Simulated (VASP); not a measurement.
Band structure of Ir₂SrGe₂ (space group I4/mmm). All values below come from PBEsol GGA, VASP's PBE PAW potentials (set 64) (plane waves; VASP).

Unless said otherwise, spin-orbit coupling is left out, though it shifts the bands of the heavy elements here.

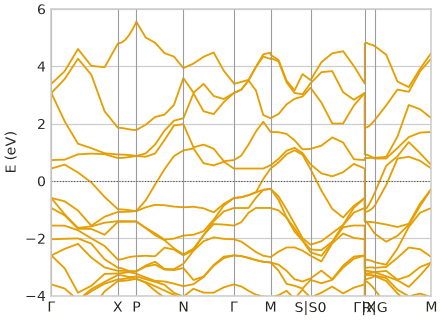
Figure: Bands along high-symmetry lines, zero at the valence-band maximum or, without a gap, the Fermi level

Question: Read the plot: is there a gap, and where are the band edges?

Answer: It has no gap at this level: it comes out as a metal or semimetal.

The structure comes from a computed database's Ir2SrGe2 entry; how it stands against other phases isn't given here. The cell was not relaxed at this level. The k-mesh is coarse (spacing up to 0.30 per Å, 2π included), so the numbers may not be converged in it.
